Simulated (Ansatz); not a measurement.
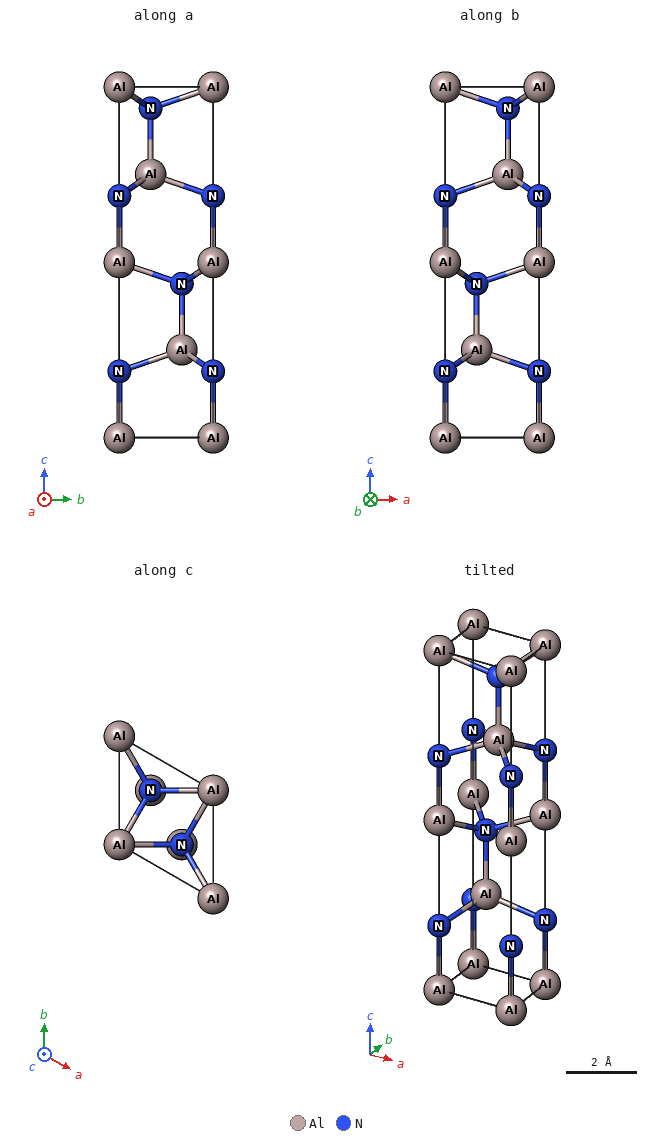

View along the a axis, along the b axis, along the c axis and slightly off an axis, drawn as a ball-and-stick model. The conventional unit cell is outlined; an atom on or near a face, edge or corner is repeated at each equivalent position.

Lattice parameters: a = 3.1207 Å, b = 3.1207 Å, c = 10.1114 Å, α = 90.000°, β = 90.000°, γ = 120.000°.

Write down what is shown as a CIF with its space group and independent sites, with free fractional coordinates to two decimals.

Answer.
```cif
data_structure
_symmetry_space_group_name_H-M 'P 63 m c'
_symmetry_Int_Tables_number 186
_cell_length_a 3.1207
_cell_length_b 3.1207
_cell_length_c 10.1114
_cell_angle_alpha 90.000
_cell_angle_beta 90.000
_cell_angle_gamma 120.000
_cell_volume 85.28
loop_
_atom_site_label
_atom_site_type_symbol
_atom_site_symmetry_multiplicity
_atom_site_Wyckoff_symbol
_atom_site_fract_x
_atom_site_fract_y
_atom_site_fract_z
_atom_site_occupancy
Al1 Al 2 a 0.00 0.00 0.00 1
Al2 Al 2 b 0.3333 0.6667 0.25 1
N1 N 2 a 0.00 0.00 0.19 1
N2 N 2 b 0.3333 0.6667 0.44 1
```

Starting structure: a structure type filled with these elements by a generator (whether the compound takes this form wasn't checked). It is drawn as it came out of a relaxation with DFT, PBE, plane waves, PAW in Ansatz 0.2.0.
